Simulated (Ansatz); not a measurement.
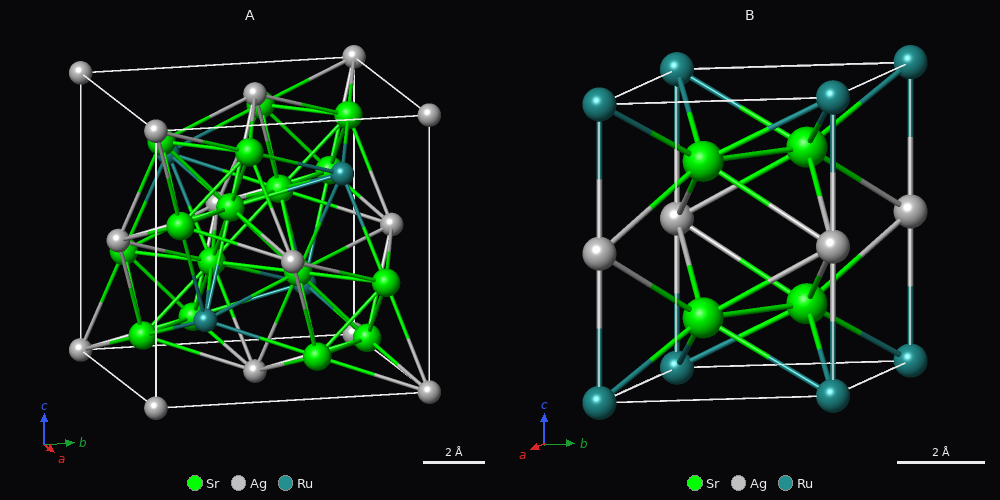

Two structures of Sr₄AgRu, each relaxed to rest (conventional cells in solid outline, small ones repeated, not to one scale). Method: DFT PBE, scalar-relativistic, plane waves, PAW (Ansatz 0.2.0), without spin polarisation.

Characterise the two forms.

A: 24 atoms a cell on a face-centred cubic lattice, F-43m. B: 6 atoms a cell on a primitive hexagonal lattice, P6/mmm.

Which polymorph is favoured?

B is lower, by 503 meV/atom at this level of theory (energies at zero smearing). Volumes: A 34.7, B 30.1 Å³/atom.

One or both may be structure types tried for this composition rather than known phases.
